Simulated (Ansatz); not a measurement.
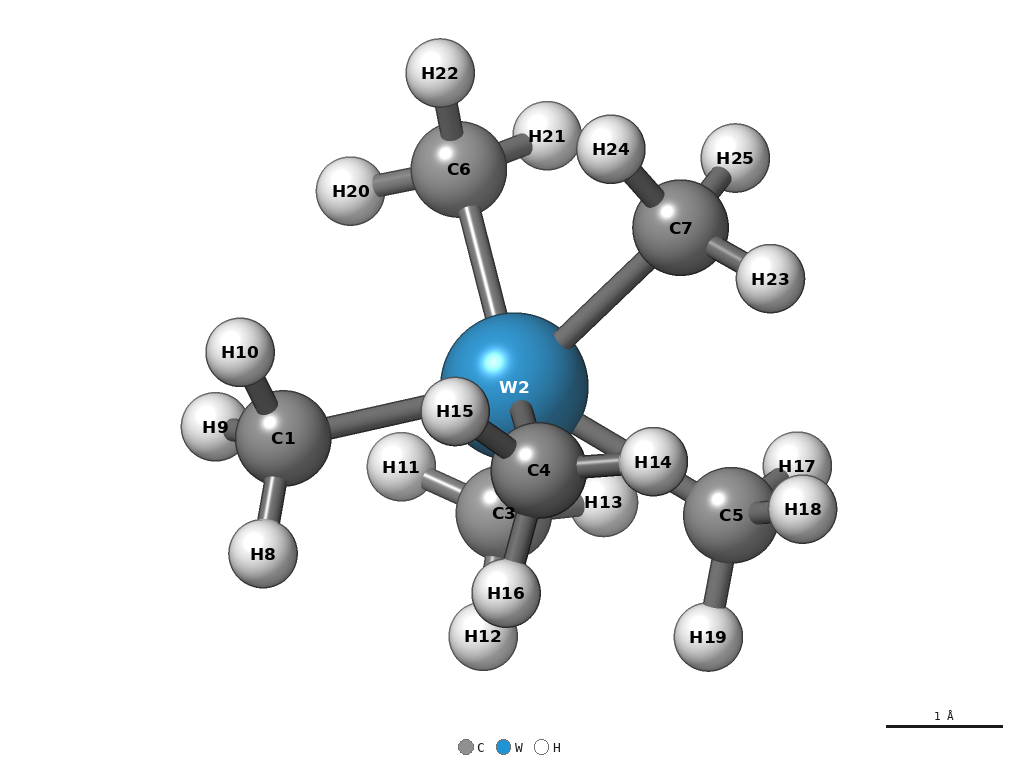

Atoms carry their numbers in the input. The species is neutral and a spin singlet. The geometry was computed by an optimisation with PBE0-D4/def2-TZVP. No frequency run is at hand to confirm it as a minimum.

Which atoms are bonded, and how long are the bonds? Leave out bonds to hydrogen.

```json
{"bond": "C1–W2", "length (Å)": "2.126"}
{"bond": "W2–C3", "length (Å)": "2.126"}
{"bond": "W2–C4", "length (Å)": "2.178"}
{"bond": "W2–C5", "length (Å)": "2.178"}
{"bond": "W2–C6", "length (Å)": "2.126"}
{"bond": "W2–C7", "length (Å)": "2.178"}
```
